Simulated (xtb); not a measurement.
# Geometry relaxation, with input and output: CH₃AlBrN (part 2 of 4)

The same run, continued: CH₃AlBrN, SMILES C#[N+][AlH2-][Br]; GFN2-xTB, GBSA solvent methanol (xtb 6.7.1). The geometry comes from this level: GFN2-xTB.

Geometry of the input (Å):
```
C  -1.2234  -0.1887  1.4217
N  -0.2727  -0.0094  0.8169
Al 0.8515  0.2880  -0.8346
Br 0.5502  -1.7720  -1.7314
H  -2.0968  -0.3560  1.9987
H  2.2482  0.6224  -0.2852
H  -0.0570  1.4157  -1.3860
```

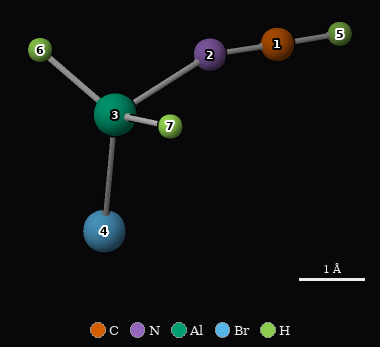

The starting structure (ball-and-stick view, seen at a tilt; atoms are numbered from 1 in the order of the input). Sticks mark near contacts.

### Log, continued
```
 iter      E             dE          RMSdq      gap      omega  full diag
   1    -11.9514884 -0.119515E+02  0.552E-01    2.78       0.0  T
   2    -11.9515668 -0.784026E-04  0.366E-01    2.76       1.0  T
   3    -11.9515699 -0.308344E-05  0.180E-01    2.73       1.0  T
   4    -11.9515606  0.928413E-05  0.872E-02    2.74       1.0  T
   5    -11.9515758 -0.151955E-04  0.346E-02    2.73       1.1  T
   6    -11.9515759 -0.740236E-07  0.216E-02    2.74       1.8  T
   7    -11.9515766 -0.652806E-06  0.124E-02    2.73       3.1  T
   8    -11.9515766 -0.627619E-07  0.517E-03    2.73       7.3  T
   9    -11.9515766 -0.117654E-07  0.275E-03    2.73      13.7  T
  10    -11.9515766 -0.594422E-08  0.693E-04    2.73      54.5  T
     SCC iter.                  ...        0 min,  0.002 sec
     gradient                   ...        0 min,  0.001 sec
 * total energy  :   -11.8016698 Eh     change       -0.8520800E-03 Eh
   gradient norm :     0.0031570 Eh/α   predicted    -0.9168056E-03 (   7.60%)
   displ. norm   :     0.0426808 α      lambda       -0.6474309E-04
   maximum displ.:     0.0253954 α      in ANC's #6, #3, #9, ...

........................................................................
.............................. CYCLE    6 ..............................
........................................................................

 iter      E             dE          RMSdq      gap      omega  full diag
   1    -11.9520849 -0.119521E+02  0.194E-01    2.73       0.0  T
   2    -11.9520999 -0.150060E-04  0.203E-01    2.72       1.0  T
   3    -11.9521014 -0.152374E-05  0.163E-01    2.72       1.0  T
   4    -11.9520987  0.272289E-05  0.436E-02    2.71       1.0  T
   5    -11.9521015 -0.274393E-05  0.183E-02    2.71       2.1  T
   6    -11.9521024 -0.943617E-06  0.110E-02    2.71       3.4  T
   7    -11.9521024 -0.426095E-07  0.817E-03    2.71       4.6  T
   8    -11.9521025 -0.293996E-07  0.353E-03    2.71      10.7  T
   9    -11.9521025 -0.751872E-08  0.113E-03    2.71      33.4  T
  10    -11.9521025 -0.814920E-09  0.307E-04    2.71     123.1  T
     SCC iter.                  ...        0 min,  0.002 sec
     gradient                   ...        0 min,  0.001 sec
 * total energy  :   -11.8016798 Eh     change       -0.1008111E-04 Eh
   gradient norm :     0.0027737 Eh/α   predicted    -0.3242940E-04 ( 221.68%)
   displ. norm   :     0.0207111 α      lambda       -0.3119787E-04
   maximum displ.:     0.0137117 α      in ANC's #5, #6, #9, ...

........................................................................
.............................. CYCLE    7 ..............................
........................................................................

 iter      E             dE          RMSdq      gap      omega  full diag
   1    -11.9515060 -0.119515E+02  0.911E-02    2.71       0.0  T
   2    -11.9515085 -0.248932E-05  0.761E-02    2.71       1.0  T
   3    -11.9515087 -0.197924E-06  0.532E-02    2.71       1.0  T
   4    -11.9515087 -0.644818E-07  0.149E-02    2.71       2.5  T
   5    -11.9515088 -0.693777E-07  0.662E-03    2.71       5.7  T
   6    -11.9515088 -0.419006E-08  0.426E-03    2.71       8.9  T
   7    -11.9515088 -0.106857E-07  0.349E-03    2.71      10.8  T
   8    -11.9515088 -0.127371E-07  0.209E-03    2.71      18.1  T
   9    -11.9515088 -0.281316E-08  0.509E-04    2.71      74.3  T
     SCC iter.                  ...        0 min,  0.001 sec
     gradient                   ...        0 min,  0.001 sec
 * total energy  :   -11.8016997 Eh     change       -0.1986664E-04 Eh
   gradient norm :     0.0008531 Eh/α   predicted    -0.1560419E-04 ( -21.46%)
   displ. norm   :     0.0477187 α      lambda       -0.1394530E-04
   maximum displ.:     0.0330841 α      in ANC's #5, #8, #2, ...

........................................................................
.............................. CYCLE    8 ..............................
........................................................................

 iter      E             dE          RMSdq      gap      omega  full diag
   1    -11.9513358 -0.119513E+02  0.218E-01    2.70       0.0  T
   2    -11.9513388 -0.293245E-05  0.151E-01    2.70       1.0  T
   3    -11.9513390 -0.223002E-06  0.471E-02    2.70       1.0  T
   4    -11.9513391 -0.473643E-07  0.191E-02    2.70       2.0  T
   5    -11.9513391 -0.977168E-07  0.809E-03    2.70       4.7  T
   6    -11.9513392 -0.173356E-07  0.412E-03    2.70       9.2  T
   7    -11.9513392 -0.667623E-07  0.123E-03    2.70      30.8  T
   8    -11.9513392 -0.727741E-09  0.978E-04    2.70      38.6  T
     SCC iter.                  ...        0 min,  0.001 sec
     gradient                   ...        0 min,  0.001 sec
 * total energy  :   -11.8017144 Eh     change       -0.1467309E-04 Eh
   gradient norm :     0.0011998 Eh/α   predicted    -0.6981624E-05 ( -52.42%)
   displ. norm   :     0.0897095 α      lambda       -0.1876241E-04
   maximum displ.:     0.0578061 α      in ANC's #5, #8, #2, ...

........................................................................
.............................. CYCLE    9 ..............................
........................................................................

 iter      E             dE          RMSdq      gap      omega  full diag
   1    -11.9512248 -0.119512E+02  0.419E-01    2.69       0.0  T
   2    -11.9512289 -0.408669E-05  0.269E-01    2.68       1.0  T
   3    -11.9512268  0.214872E-05  0.511E-02    2.68       1.0  T
   4    -11.9512296 -0.280666E-05  0.265E-02    2.67       1.4  T
   5    -11.9512296 -0.727361E-07  0.149E-02    2.68       2.5  T
   6    -11.9512304 -0.776563E-06  0.413E-03    2.68       9.1  T
   7    -11.9512304 -0.246018E-07  0.157E-03    2.68      24.1  T
   8    -11.9512304 -0.889953E-09  0.816E-04    2.68      46.3  T
     SCC iter.                  ...        0 min,  0.001 sec
     gradient                   ...        0 min,  0.001 sec
 * total energy  :   -11.8017335 Eh     change       -0.1913787E-04 Eh
   gradient norm :     0.0021293 Eh/α   predicted    -0.9414584E-05 ( -50.81%)
   displ. norm   :     0.0848309 α      lambda       -0.2203050E-04
   maximum displ.:     0.0533333 α      in ANC's #5, #8, #2, ...

........................................................................
.............................. CYCLE   10 ..............................
........................................................................

 iter      E             dE          RMSdq      gap      omega  full diag
   1    -11.9513276 -0.119513E+02  0.400E-01    2.67       0.0  T
   2    -11.9513315 -0.383311E-05  0.260E-01    2.66       1.0  T
   3    -11.9513318 -0.367643E-06  0.362E-02    2.66       1.0  T
   4    -11.9513318  0.316900E-07  0.270E-02    2.66       1.4  T
   5    -11.9513323 -0.500499E-06  0.132E-02    2.66       2.9  T
   6    -11.9513327 -0.403686E-06  0.355E-03    2.66      10.7  T
   7    -11.9513327 -0.286978E-07  0.281E-03    2.66      13.5  T
   8    -11.9513327 -0.240535E-08  0.152E-03    2.66      24.8  T
     SCC iter.                  ...        0 min,  0.001 sec
     gradient                   ...        0 min,  0.001 sec
 * total energy  :   -11.8017486 Eh     change       -0.1511870E-04 Eh
   gradient norm :     0.0025463 Eh/α   predicted    -0.1109316E-04 ( -26.63%)
   displ. norm   :     0.1026217 α      lambda       -0.2186527E-04
   maximum displ.:     0.0656228 α      in ANC's #5, #8, #2, ...

........................................................................
.............................. CYCLE   11 ..............................
........................................................................

 iter      E             dE          RMSdq      gap      omega  full diag
   1    -11.9516034 -0.119516E+02  0.469E-01    2.66       0.0  T
   2    -11.9516081 -0.468887E-05  0.297E-01    2.66       1.0  T
   3    -11.9516090 -0.901816E-06  0.489E-02    2.65       1.0  T
   4    -11.9516095 -0.520222E-06  0.259E-02    2.65       1.5  T
   5    -11.9516093  0.204219E-06  0.115E-02    2.65       3.3  T
   6    -11.9516097 -0.399311E-06  0.498E-03    2.65       7.6  T
   7    -11.9516098 -0.839681E-07  0.125E-03    2.65      30.3  T
   8    -11.9516098 -0.316108E-09  0.511E-04    2.65      74.0  T
     SCC iter.                  ...        0 min,  0.001 sec
     gradient                   ...        0 min,  0.001 sec
 * total energy  :   -11.8017640 Eh     change       -0.1538739E-04 Eh
   gradient norm :     0.0020413 Eh/α   predicted    -0.1104863E-04 ( -28.20%)
   displ. norm   :     0.0669803 α      lambda       -0.1252121E-04
   maximum displ.:     0.0410993 α      in ANC's #5, #8, #2, ...

........................................................................
.............................. CYCLE   12 ..............................
........................................................................

 iter      E             dE          RMSdq      gap      omega  full diag
   1    -11.9519343 -0.119519E+02  0.305E-01    2.65       0.0  T
   2    -11.9519363 -0.201097E-05  0.193E-01    2.65       1.0  T
   3    -11.9519369 -0.612213E-06  0.297E-02    2.65       1.3  T
   4    -11.9519370 -0.947396E-07  0.158E-02    2.65       2.4  T
   5    -11.9519370 -0.775028E-08  0.469E-03    2.65       8.1  T
   6    -11.9519370 -0.459276E-08  0.204E-03    2.65      18.5  T
   7    -11.9519371 -0.199754E-07  0.710E-04    2.65      53.2  T
     SCC iter.                  ...        0 min,  0.001 sec
     gradient                   ...        0 min,  0.001 sec
 * total energy  :   -11.8017727 Eh     change       -0.8718976E-05 Eh
   gradient norm :     0.0012286 Eh/α   predicted    -0.6289779E-05 ( -27.86%)
   displ. norm   :     0.0918930 α      lambda       -0.6616331E-05
   maximum displ.:     0.0576659 α      in ANC's #5, #8, #2, ...

........................................................................
.............................. CYCLE   13 ..............................
........................................................................

 iter      E             dE          RMSdq      gap      omega  full diag
   1    -11.9516525 -0.119517E+02  0.429E-01    2.65       0.0  T
   2    -11.9516567 -0.419850E-05  0.272E-01    2.64       1.0  T
   3    -11.9516577 -0.956748E-06  0.406E-02    2.65       1.0  T
   4    -11.9516569  0.733696E-06  0.225E-02    2.64       1.7  T
   5    -11.9516578 -0.834838E-06  0.115E-02    2.65       3.3  T
   6    -11.9516582 -0.445084E-06  0.286E-03    2.64      13.2  T
   7    -11.9516582 -0.636665E-08  0.121E-03    2.64      31.2  T
     SCC iter.                  ...        0 min,  0.001 sec
     gradient                   ...        0 min,  0.001 sec
 * total energy  :   -11.8017778 Eh     change       -0.5060014E-05 Eh
   gradient norm :     0.0020357 Eh/α   predicted    -0.3319472E-05 ( -34.40%)
   displ. norm   :     0.0079178 α      lambda       -0.5646689E-05
   maximum displ.:     0.0045476 α      in ANC's #13, #5, #4, ...

........................................................................
.............................. CYCLE   14 ..............................
........................................................................

 iter      E             dE          RMSdq      gap      omega  full diag
   1    -11.9525945 -0.119526E+02  0.478E-02    2.66       0.0  T
   2    -11.9525945 -0.618476E-07  0.327E-02    2.66       1.2  T
   3    -11.9525933  0.117737E-05  0.162E-02    2.66       2.3  T
   4    -11.9525946 -0.126641E-05  0.382E-03    2.66       9.9  T
   5    -11.9525947 -0.358877E-07  0.224E-03    2.66      16.9  T
   6    -11.9525947 -0.148085E-08  0.500E-04    2.66      75.6  T
     SCC iter.                  ...        0 min,  0.001 sec
     gradient                   ...        0 min,  0.001 sec
 * total energy  :   -11.8017792 Eh     change       -0.1445868E-05 Eh
   gradient norm :     0.0021160 Eh/α   predicted    -0.2825109E-05 (  95.39%)
   displ. norm   :     0.0234924 α      lambda       -0.3837205E-05
   maximum displ.:     0.0145044 α      in ANC's #5, #2, #8, ...

........................................................................
.............................. CYCLE   15 ..............................
........................................................................

 iter      E             dE          RMSdq      gap      omega  full diag
   1    -11.9521703 -0.119522E+02  0.117E-01    2.65       0.0  T
   2    -11.9521706 -0.298317E-06  0.743E-02    2.65       1.0  T
   3    -11.9521700  0.650896E-06  0.153E-02    2.65       2.5  T
   4    -11.9521706 -0.631547E-06  0.855E-03    2.65       4.4  T
   5    -11.9521708 -0.169274E-06  0.261E-03    2.65      14.5  T
   6    -11.9521708 -0.299086E-08  0.800E-04    2.65      47.2  T
     SCC iter.                  ...        0 min,  0.001 sec
     gradient                   ...        0 min,  0.001 sec
 * total energy  :   -11.8017822 Eh     change       -0.2916977E-05 Eh
   gradient norm :     0.0007852 Eh/α   predicted    -0.1920091E-05 ( -34.18%)
   displ. norm   :     0.0680555 α      lambda       -0.4010953E-05
   maximum displ.:     0.0431121 α      in ANC's #5, #2, #8, ...

........................................................................
.............................. CYCLE   16 ..............................
........................................................................

 iter      E             dE          RMSdq      gap      omega  full diag
   1    -11.9514645 -0.119515E+02  0.343E-01    2.64       0.0  T
   2    -11.9514672 -0.270356E-05  0.218E-01    2.63       1.0  T
   3    -11.9514652  0.207644E-05  0.388E-02    2.64       1.0  T
   4    -11.9514666 -0.140781E-05  0.253E-02    2.63       1.5  T
   5    -11.9514683 -0.174521E-05  0.785E-03    2.63       4.8  T
   6    -11.9514684 -0.623329E-07  0.293E-03    2.63      12.9  T
   7    -11.9514684 -0.501098E-08  0.125E-03    2.63      30.2  T
     SCC iter.                  ...        0 min,  0.001 sec
     gradient                   ...        0 min,  0.001 sec
 * total energy  :   -11.8017837 Eh     change       -0.1572550E-05 Eh
   gradient norm :     0.0021133 Eh/α   predicted    -0.2007736E-05 (  27.67%)
   displ. norm   :     0.0189845 α      lambda       -0.1873436E-05
   maximum displ.:     0.0122447 α      in ANC's #5, #8, #2, ...

........................................................................
.............................. CYCLE   17 ..............................
........................................................................

 iter      E             dE          RMSdq      gap      omega  full diag
   1    -11.9518852 -0.119519E+02  0.943E-02    2.64       0.0  T
   2    -11.9518854 -0.185222E-06  0.602E-02    2.64       1.0  T
   3    -11.9518850  0.397020E-06  0.120E-02    2.64       3.1  T
   4    -11.9518854 -0.373791E-06  0.682E-03    2.64       5.5  T
   5    -11.9518855 -0.111677E-06  0.206E-03    2.64      18.4  T
   6    -11.9518855 -0.182680E-08  0.618E-04    2.64      61.2  T
     SCC iter.                  ...        0 min,  0.001 sec
     gradient                   ...        0 min,  0.001 sec
 * total energy  :   -11.8017849 Eh     change       -0.1149409E-05 Eh
   gradient norm :     0.0006508 Eh/α   predicted    -0.9370252E-06 ( -18.48%)
   displ. norm   :     0.0034040 α      lambda       -0.3379735E-06
   maximum displ.:     0.0020463 α      in ANC's #8, #2, #5, ...

........................................................................
.............................. CYCLE   18 ..............................
........................................................................

 iter      E             dE          RMSdq      gap      omega  full diag
   1    -11.9521130 -0.119521E+02  0.139E-02    2.64       0.0  T
   2    -11.9521130 -0.131343E-07  0.930E-03    2.64       4.1  T
   3    -11.9521129  0.298536E-07  0.376E-03    2.64      10.1  T
   4    -11.9521130 -0.258045E-07  0.168E-03    2.64      22.4  T
   5    -11.9521130 -0.137505E-07  0.786E-04    2.64      48.1  T
     SCC iter.                  ...        0 min,  0.001 sec
     gradient                   ...        0 min,  0.001 sec
 * total energy  :   -11.8017852 Eh     change       -0.2760828E-06 Eh
   gradient norm :     0.0000786 Eh/α   predicted    -0.1690999E-06 ( -38.75%)
   displ. norm   :     0.0143200 α      lambda       -0.1528307E-06
   maximum displ.:     0.0088084 α      in ANC's #5, #8, #2, ...

   *** GEOMETRY OPTIMIZATION CONVERGED AFTER 18 ITERATIONS ***
```
